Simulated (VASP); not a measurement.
Here is the system:

```
CELL_PARAMETERS angstrom
      0.00000     2.02273     2.02273
      2.02273     0.00000     2.02273
      2.02273     2.02273     0.00000
ATOMIC_POSITIONS crystal
  Ag 0.00000 0.00000 0.00000
```

All values below come from PBEsol GGA, VASP's PBE PAW potentials (set 64) (plane waves; VASP). Run with 400 eV cut-off, 17×17×17 Γ-centred mesh, tetrahedra with Blöchl corrections, potentials Ag.

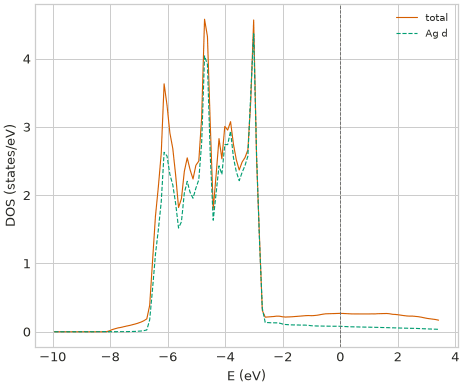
Figure. Total and projected density of states, zero at the Fermi level

Within 2 eV below the Fermi level the largest weight inside VASP's projection spheres is Ag d, then Ag p.

It has no gap at this level: it comes out as a metal or semimetal.

The compound is Ag in the fcc structure. It was relaxed first.
